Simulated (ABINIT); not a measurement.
# SnPbSe3 (Pm-3m): zone-centre phonons, part 3 of 4

Which modes does SnPbSe3 (Pm-3m) have at the zone centre?

ABINIT 10.8.3; DFT LDA, scalar-relativistic, plane waves, HGH norm-conserving pseudopotentials.

So far. Step 5 (Self-consistent run for the response): The cell stands at -0.86 GPa: the relaxation ran with a smoothed and higher cutoff, and the difference is a stress of the finite basis. Step 6 (Zone-centre response): The acoustic modes at Γ come out as far as 2.5 cm⁻¹ from zero, where they should vanish, a small numerical error. The lowest optical mode is imaginary, 120i cm⁻¹, an instability at this level and on this k mesh. The relaxed cell has a = 5.247 Å (conventional setting).

The structure was built from a prototype and need not be the compound's stable phase.

**7. Modes with the sum rule**

anaddb reads the merged derivatives and imposes the acoustic sum rule.

File anaddb.abi:

```
ddb_filepath "gamma_DDB"
output_file "anaddb.abo"
outdata_prefix "anaddb"
asr 1
chneut 1
enunit 2
eivec 1
nph1l 1
qph1l 0.0 0.0 0.0 1.0
```

File mrgddb.in:

```
gamma_DDB
merged
2
dfpt_gammao_DDB
gso_DDB
```

The run is started by

```bash
> mrgddb < mrgddb.in > mrgddb.log
> OMP_NUM_THREADS=1 anaddb anaddb.abi > anaddb.log
```

anaddb.abo, the main output file:

```text
-outvars_anaddb: echo values of input variables ----------------------

 Miscellaneous information :
      enunit         2
       eivec         1
         asr         1
 First list of wavevector (reduced coord.) :
       nph1l         1
       qph1l
                     0.00000000E+00  0.00000000E+00  0.00000000E+00    1.000E+00

================================================================================

 read the DDB information and perform some checks

  ==== Info on the Cryst% object ====
 Real(R)+Recip(G) space primitive vectors, cartesian coordinates (Bohr,Bohr^-1):
 R(1)=  9.9159693  0.0000000  0.0000000  G(1)=  0.1008474  0.0000000  0.0000000
 R(2)=  0.0000000  9.9159693  0.0000000  G(2)=  0.0000000  0.1008474  0.0000000
 R(3)=  0.0000000  0.0000000  9.9159693  G(3)=  0.0000000  0.0000000  0.1008474
 Unit cell volume ucvol=  9.7500203E+02 bohr^3
 Angles (23,13,12)=  9.00000000E+01  9.00000000E+01  9.00000000E+01 degrees
 Time-reversal symmetry is present
 Reduced atomic positions [iatom, xred, symbol]:
    1)    0.0000000  0.0000000  0.0000000  Sn
    2)    0.5000000  0.5000000  0.5000000  Pb
    3)    0.5000000  0.5000000  0.0000000  Se
    4)    0.5000000  0.0000000  0.5000000  Se
    5)    0.0000000  0.5000000  0.5000000  Se

 DDB file with 3 blocks has been read.

================================================================================

 Treat the first list of vectors

  Phonon wavevector (reduced coordinates) :  0.00000  0.00000  0.00000
 Phonon energies in Hartree :
  -5.472584E-04 -5.472584E-04 -5.472584E-04 -4.189042E-04 -4.189042E-04
  -4.189042E-04 -1.933123E-04 -1.933123E-04 -1.933123E-04  0.000000E+00
   0.000000E+00  0.000000E+00  1.012615E-03  1.012615E-03  1.012615E-03
 Phonon energies in meV     :
- -1.489166E+01 -1.489166E+01 -1.489166E+01 -1.139897E+01 -1.139897E+01
- -1.139897E+01 -5.260297E+00 -5.260297E+00 -5.260297E+00  0.000000E+00
-  0.000000E+00  0.000000E+00  2.755466E+01  2.755466E+01  2.755466E+01
 Phonon frequencies in cm-1    :
- -1.201093E+02 -1.201093E+02 -1.201093E+02 -9.193885E+01 -9.193885E+01
- -9.193885E+01 -4.242715E+01 -4.242715E+01 -4.242715E+01  0.000000E+00
-  0.000000E+00  0.000000E+00  2.222434E+02  2.222434E+02  2.222434E+02
 Phonon frequencies in Thz     :
- -3.600787E+00 -3.600787E+00 -3.600787E+00 -2.756257E+00 -2.756257E+00
- -2.756257E+00 -1.271934E+00 -1.271934E+00 -1.271934E+00  0.000000E+00
-  0.000000E+00  0.000000E+00  6.662688E+00  6.662688E+00  6.662688E+00
 Phonon energies in Kelvin  :
- -1.728105E+02 -1.728105E+02 -1.728105E+02 -1.322795E+02 -1.322795E+02
- -1.322795E+02 -6.104321E+01 -6.104321E+01 -6.104321E+01  0.000000E+00
-  0.000000E+00  0.000000E+00  3.197586E+02  3.197586E+02  3.197586E+02

 Eigendisplacements
 (will be given, for each mode : in cartesian coordinates
   for each atom the real part of the displacement vector,
   then the imaginary part of the displacement vector - absolute values smaller than 1.0d-7 are set to zero)
  Mode number    1   Energy   -5.472584E-04
 Attention : low frequency mode.
   (Could be unstable or acoustic mode)
-  1  0.00000000E+00  0.00000000E+00 -1.48620536E-03
-     0.00000000E+00  0.00000000E+00  0.00000000E+00
-  2  0.00000000E+00  0.00000000E+00 -1.95687515E-04
-     0.00000000E+00  0.00000000E+00  0.00000000E+00
-  3  0.00000000E+00  0.00000000E+00  9.56732957E-05
-     0.00000000E+00  0.00000000E+00  0.00000000E+00
-  4  0.00000000E+00  0.00000000E+00  1.32611550E-03
-     0.00000000E+00  0.00000000E+00  0.00000000E+00
-  5  0.00000000E+00  0.00000000E+00  1.32611550E-03
-     0.00000000E+00  0.00000000E+00  0.00000000E+00
  Mode number    2   Energy   -5.472584E-04
 Attention : low frequency mode.
   (Could be unstable or acoustic mode)
-  1  0.00000000E+00 -1.48620536E-03  0.00000000E+00
-     0.00000000E+00  0.00000000E+00  0.00000000E+00
-  2  0.00000000E+00 -1.95687515E-04  0.00000000E+00
-     0.00000000E+00  0.00000000E+00  0.00000000E+00
-  3  0.00000000E+00  1.32611550E-03  0.00000000E+00
-     0.00000000E+00  0.00000000E+00  0.00000000E+00
-  4  0.00000000E+00  9.56732957E-05  0.00000000E+00
-     0.00000000E+00  0.00000000E+00  0.00000000E+00
-  5  0.00000000E+00  1.32611550E-03  0.00000000E+00
-     0.00000000E+00  0.00000000E+00  0.00000000E+00
  Mode number    3   Energy   -5.472584E-04
 Attention : low frequency mode.
   (Could be unstable or acoustic mode)
-  1  1.48620536E-03  0.00000000E+00  0.00000000E+00
-     0.00000000E+00  0.00000000E+00  0.00000000E+00
-  2  1.95687515E-04  0.00000000E+00  0.00000000E+00
-     0.00000000E+00  0.00000000E+00  0.00000000E+00
-  3 -1.32611550E-03  0.00000000E+00  0.00000000E+00
-     0.00000000E+00  0.00000000E+00  0.00000000E+00
-  4 -1.32611550E-03  0.00000000E+00  0.00000000E+00
-     0.00000000E+00  0.00000000E+00  0.00000000E+00
-  5 -9.56732957E-05  0.00000000E+00  0.00000000E+00
-     0.00000000E+00  0.00000000E+00  0.00000000E+00
  Mode number    4   Energy   -4.189042E-04
 Attention : low frequency mode.
   (Could be unstable or acoustic mode)
-  1  0.00000000E+00  0.00000000E+00  0.00000000E+00
-     0.00000000E+00  0.00000000E+00  0.00000000E+00
-  2  0.00000000E+00  0.00000000E+00  0.00000000E+00
-     0.00000000E+00  0.00000000E+00  0.00000000E+00
-  3  0.00000000E+00  0.00000000E+00  0.00000000E+00
-     0.00000000E+00  0.00000000E+00  0.00000000E+00
-  4  0.00000000E+00  0.00000000E+00  1.86380890E-03
-     0.00000000E+00  0.00000000E+00  0.00000000E+00
-  5  0.00000000E+00  0.00000000E+00 -1.86380890E-03
-     0.00000000E+00  0.00000000E+00  0.00000000E+00
  Mode number    5   Energy   -4.189042E-04
 Attention : low frequency mode.
   (Could be unstable or acoustic mode)
-  1  0.00000000E+00  0.00000000E+00  0.00000000E+00
-     0.00000000E+00  0.00000000E+00  0.00000000E+00
-  2  0.00000000E+00  0.00000000E+00  0.00000000E+00
-     0.00000000E+00  0.00000000E+00  0.00000000E+00
-  3  0.00000000E+00  1.86380890E-03  0.00000000E+00
-     0.00000000E+00  0.00000000E+00  0.00000000E+00
-  4  0.00000000E+00  0.00000000E+00  0.00000000E+00
-     0.00000000E+00  0.00000000E+00  0.00000000E+00
-  5  0.00000000E+00 -1.86380890E-03  0.00000000E+00
-     0.00000000E+00  0.00000000E+00  0.00000000E+00
  Mode number    6   Energy   -4.189042E-04
 Attention : low frequency mode.
   (Could be unstable or acoustic mode)
-  1  0.00000000E+00  0.00000000E+00  0.00000000E+00
-     0.00000000E+00  0.00000000E+00  0.00000000E+00
-  2  0.00000000E+00  0.00000000E+00  0.00000000E+00
-     0.00000000E+00  0.00000000E+00  0.00000000E+00
-  3  1.86380890E-03  0.00000000E+00  0.00000000E+00
-     0.00000000E+00  0.00000000E+00  0.00000000E+00
-  4 -1.86380890E-03  0.00000000E+00  0.00000000E+00
-     0.00000000E+00  0.00000000E+00  0.00000000E+00
-  5  0.00000000E+00  0.00000000E+00  0.00000000E+00
-     0.00000000E+00  0.00000000E+00  0.00000000E+00
  Mode number    7   Energy   -1.933123E-04
 Attention : low frequency mode.
   (Could be unstable or acoustic mode)
-  1  0.00000000E+00  0.00000000E+00 -1.19884971E-03
-     0.00000000E+00  0.00000000E+00  0.00000000E+00
-  2  0.00000000E+00  0.00000000E+00  1.06847565E-03
-     0.00000000E+00  0.00000000E+00  0.00000000E+00
-  3  0.00000000E+00  0.00000000E+00  6.51484906E-04
-     0.00000000E+00  0.00000000E+00  0.00000000E+00
-  4  0.00000000E+00  0.00000000E+00 -8.26609239E-04
-     0.00000000E+00  0.00000000E+00  0.00000000E+00
-  5  0.00000000E+00  0.00000000E+00 -8.26609239E-04
-     0.00000000E+00  0.00000000E+00  0.00000000E+00
  Mode number    8   Energy   -1.933123E-04
 Attention : low frequency mode.
   (Could be unstable or acoustic mode)
-  1  0.00000000E+00 -1.19884971E-03  0.00000000E+00
-     0.00000000E+00  0.00000000E+00  0.00000000E+00
-  2  0.00000000E+00  1.06847565E-03  0.00000000E+00
-     0.00000000E+00  0.00000000E+00  0.00000000E+00
-  3  0.00000000E+00 -8.26609239E-04  0.00000000E+00
-     0.00000000E+00  0.00000000E+00  0.00000000E+00
-  4  0.00000000E+00  6.51484906E-04  0.00000000E+00
-     0.00000000E+00  0.00000000E+00  0.00000000E+00
-  5  0.00000000E+00 -8.26609239E-04  0.00000000E+00
-     0.00000000E+00  0.00000000E+00  0.00000000E+00
  Mode number    9   Energy   -1.933123E-04
 Attention : low frequency mode.
   (Could be unstable or acoustic mode)
-  1  1.19884971E-03  0.00000000E+00  0.00000000E+00
-     0.00000000E+00  0.00000000E+00  0.00000000E+00
-  2 -1.06847565E-03  0.00000000E+00  0.00000000E+00
-     0.00000000E+00  0.00000000E+00  0.00000000E+00
-  3  8.26609239E-04  0.00000000E+00  0.00000000E+00
-     0.00000000E+00  0.00000000E+00  0.00000000E+00
-  4  8.26609239E-04  0.00000000E+00  0.00000000E+00
-     0.00000000E+00  0.00000000E+00  0.00000000E+00
-  5 -6.51484906E-04  0.00000000E+00  0.00000000E+00
-     0.00000000E+00  0.00000000E+00  0.00000000E+00
  Mode number   10   Energy    0.000000E+00
 Attention : low frequency mode.
   (Could be unstable or acoustic mode)
-  1  0.00000000E+00  0.00000000E+00  9.87244134E-04
-     0.00000000E+00  0.00000000E+00  0.00000000E+00
-  2  0.00000000E+00  0.00000000E+00  9.87341473E-04
-     0.00000000E+00  0.00000000E+00  0.00000000E+00
-  3  0.00000000E+00  0.00000000E+00  9.87322331E-04
-     0.00000000E+00  0.00000000E+00  0.00000000E+00
-  4  0.00000000E+00  0.00000000E+00  9.87257178E-04
-     0.00000000E+00  0.00000000E+00  0.00000000E+00
-  5  0.00000000E+00  0.00000000E+00  9.87257178E-04
-     0.00000000E+00  0.00000000E+00  0.00000000E+00
  Mode number   11   Energy    0.000000E+00
 Attention : low frequency mode.
   (Could be unstable or acoustic mode)
-  1  0.00000000E+00  9.87244134E-04  0.00000000E+00
-     0.00000000E+00  0.00000000E+00  0.00000000E+00
-  2  0.00000000E+00  9.87341473E-04  0.00000000E+00
-     0.00000000E+00  0.00000000E+00  0.00000000E+00
-  3  0.00000000E+00  9.87257178E-04  0.00000000E+00
-     0.00000000E+00  0.00000000E+00  0.00000000E+00
-  4  0.00000000E+00  9.87322331E-04  0.00000000E+00
-     0.00000000E+00  0.00000000E+00  0.00000000E+00
-  5  0.00000000E+00  9.87257178E-04  0.00000000E+00
-     0.00000000E+00  0.00000000E+00  0.00000000E+00
  Mode number   12   Energy    0.000000E+00
 Attention : low frequency mode.
   (Could be unstable or acoustic mode)
-  1  9.87244134E-04  0.00000000E+00  0.00000000E+00
-     0.00000000E+00  0.00000000E+00  0.00000000E+00
-  2  9.87341473E-04  0.00000000E+00  0.00000000E+00
-     0.00000000E+00  0.00000000E+00  0.00000000E+00
-  3  9.87257178E-04  0.00000000E+00  0.00000000E+00
-     0.00000000E+00  0.00000000E+00  0.00000000E+00
-  4  9.87257178E-04  0.00000000E+00  0.00000000E+00
-     0.00000000E+00  0.00000000E+00  0.00000000E+00
-  5  9.87322331E-04  0.00000000E+00  0.00000000E+00
-     0.00000000E+00  0.00000000E+00  0.00000000E+00
  Mode number   13   Energy    1.012615E-03
-  1  0.00000000E+00  0.00000000E+00  2.18842273E-05
-     0.00000000E+00  0.00000000E+00  0.00000000E+00
-  2  0.00000000E+00  0.00000000E+00  7.02003871E-04
-     0.00000000E+00  0.00000000E+00  0.00000000E+00
-  3  0.00000000E+00  0.00000000E+00 -2.35354539E-03
-     0.00000000E+00  0.00000000E+00  0.00000000E+00
-  4  0.00000000E+00  0.00000000E+00  2.39252431E-04
-     0.00000000E+00  0.00000000E+00  0.00000000E+00
-  5  0.00000000E+00  0.00000000E+00  2.39252431E-04
-     0.00000000E+00  0.00000000E+00  0.00000000E+00
  Mode number   14   Energy    1.012615E-03
-  1  0.00000000E+00  2.18842273E-05  0.00000000E+00
-     0.00000000E+00  0.00000000E+00  0.00000000E+00
-  2  0.00000000E+00  7.02003871E-04  0.00000000E+00
-     0.00000000E+00  0.00000000E+00  0.00000000E+00
-  3  0.00000000E+00  2.39252431E-04  0.00000000E+00
-     0.00000000E+00  0.00000000E+00  0.00000000E+00
-  4  0.00000000E+00 -2.35354539E-03  0.00000000E+00
-     0.00000000E+00  0.00000000E+00  0.00000000E+00
-  5  0.00000000E+00  2.39252431E-04  0.00000000E+00
-     0.00000000E+00  0.00000000E+00  0.00000000E+00
  Mode number   15   Energy    1.012615E-03
-  1  2.18842273E-05  0.00000000E+00  0.00000000E+00
-     0.00000000E+00  0.00000000E+00  0.00000000E+00
-  2  7.02003871E-04  0.00000000E+00  0.00000000E+00
-     0.00000000E+00  0.00000000E+00  0.00000000E+00
-  3  2.39252431E-04  0.00000000E+00  0.00000000E+00
-     0.00000000E+00  0.00000000E+00  0.00000000E+00
-  4  2.39252431E-04  0.00000000E+00  0.00000000E+00
-     0.00000000E+00  0.00000000E+00  0.00000000E+00
-  5 -2.35354539E-03  0.00000000E+00  0.00000000E+00
-     0.00000000E+00  0.00000000E+00  0.00000000E+00

 Analysis of degeneracies and characters (maximum tolerance=1.00E-06 a.u.)
 For each vibration mode, or group of modes if degenerate,
 the characters are given for each symmetry operation (see the list in the log file).
 Symmetry characters of vibration mode #   1
       degenerate with vibration modes #   2 to    3
  3.0 -3.0 -1.0  1.0 -1.0  1.0 -1.0  1.0  1.0 -1.0 -1.0  1.0  1.0 -1.0 -1.0  1.0
 -0.0  0.0 -0.0  0.0  0.0 -0.0  0.0 -0.0  1.0 -1.0 -1.0  1.0 -1.0  1.0  1.0 -1.0
 -0.0  0.0  0.0 -0.0  0.0 -0.0 -0.0  0.0  1.0 -1.0  1.0 -1.0 -1.0  1.0 -1.0  1.0
 Symmetry characters of vibration mode #   4
       degenerate with vibration modes #   5 to    6
  3.0 -3.0 -1.0  1.0 -1.0  1.0 -1.0  1.0 -1.0  1.0  1.0 -1.0 -1.0  1.0  1.0 -1.0
  0.0 -0.0  0.0 -0.0 -0.0  0.0 -0.0  0.0 -1.0  1.0  1.0 -1.0  1.0 -1.0 -1.0  1.0
  0.0 -0.0 -0.0  0.0 -0.0  0.0  0.0 -0.0 -1.0  1.0 -1.0  1.0  1.0 -1.0  1.0 -1.0
 Symmetry characters of vibration mode #   7
       degenerate with vibration modes #   8 to    9
  3.0 -3.0 -1.0  1.0 -1.0  1.0 -1.0  1.0  1.0 -1.0 -1.0  1.0  1.0 -1.0 -1.0  1.0
  0.0 -0.0  0.0 -0.0 -0.0  0.0 -0.0  0.0  1.0 -1.0 -1.0  1.0 -1.0  1.0  1.0 -1.0
  0.0 -0.0 -0.0  0.0 -0.0  0.0  0.0 -0.0  1.0 -1.0  1.0 -1.0 -1.0  1.0 -1.0  1.0
 Symmetry characters of vibration mode #  10
       degenerate with vibration modes #  11 to   12
  3.0 -3.0 -1.0  1.0 -1.0  1.0 -1.0  1.0  1.0 -1.0 -1.0  1.0  1.0 -1.0 -1.0  1.0
 -0.0  0.0  0.0 -0.0 -0.0  0.0 -0.0  0.0  1.0 -1.0 -1.0  1.0 -1.0  1.0  1.0 -1.0
 -0.0  0.0 -0.0  0.0 -0.0  0.0  0.0 -0.0  1.0 -1.0  1.0 -1.0 -1.0  1.0 -1.0  1.0
 Symmetry characters of vibration mode #  13
       degenerate with vibration modes #  14 to   15
  3.0 -3.0 -1.0  1.0 -1.0  1.0 -1.0  1.0  1.0 -1.0 -1.0  1.0  1.0 -1.0 -1.0  1.0
 -0.0  0.0  0.0 -0.0  0.0 -0.0  0.0 -0.0  1.0 -1.0 -1.0  1.0 -1.0  1.0  1.0 -1.0
 -0.0  0.0  0.0 -0.0  0.0 -0.0  0.0 -0.0  1.0 -1.0  1.0 -1.0 -1.0  1.0 -1.0  1.0
-
```

It took 0.53 s on 1 thread of Arm Neoverse N1, shared host.

Numbers from this step:

```yaml
highest_optical_zone_centre_mode_no_lo_to_term: 222.2 cm⁻¹
```

No LO-TO term; unit eigenvectors of the mass-weighted matrix, from anaddb's displacements. The modes at Γ (shares of kinetic energy by element, %) (negative means imaginary):

| mode | frequency (cm⁻¹) | symmetry | Sn % | Pb % | Se % |
| --- | --- | --- | --- | --- | --- |
| 1 | -120.1 | T1u | 48 | 1 | 51 |
| 2 | -120.1 | T1u | 48 | 1 | 51 |
| 3 | -120.1 | T1u | 48 | 1 | 51 |
| 4 | -91.9 | T2u | 0 | 0 | 100 |
| 5 | -91.9 | T2u | 0 | 0 | 100 |
| 6 | -91.9 | T2u | 0 | 0 | 100 |
| 7 | -42.4 | T1u | 31 | 43 | 26 |
| 8 | -42.4 | T1u | 31 | 43 | 26 |
| 9 | -42.4 | T1u | 31 | 43 | 26 |
| 10 | 0.0 | acoustic | 21 | 37 | 42 |
| 11 | 0.0 | acoustic | 21 | 37 | 42 |
| 12 | 0.0 | acoustic | 21 | 37 | 42 |
| 13 | 222.2 | T1u | 0 | 19 | 81 |
| 14 | 222.2 | T1u | 0 | 19 | 81 |
| 15 | 222.2 | T1u | 0 | 19 | 81 |

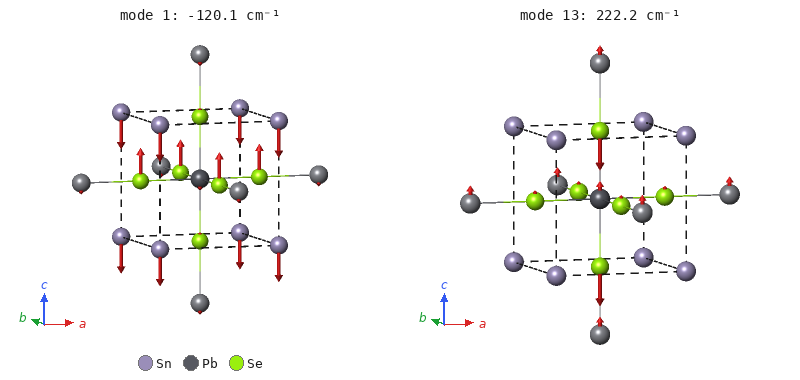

Displacement patterns of modes 1 and 13 at Γ; arrows are exaggerated. Some periodic images of atoms are drawn too.

The rule moves no optical mode by more than 0.1 cm⁻¹.

(Continued in part 4 of 4.)

[Host names and launcher messages were left out of these logs when they were recorded.]

[Logs are printed without paths, hosts, clocks, repeated set-up lines and the standing remarks that a program may print on its own settings, such as how far it seeks lower states.]

[Hosts, paths, dates, database ids (printed as entryN), source tags and the programs' standing remarks are cut or masked in the printed files.]
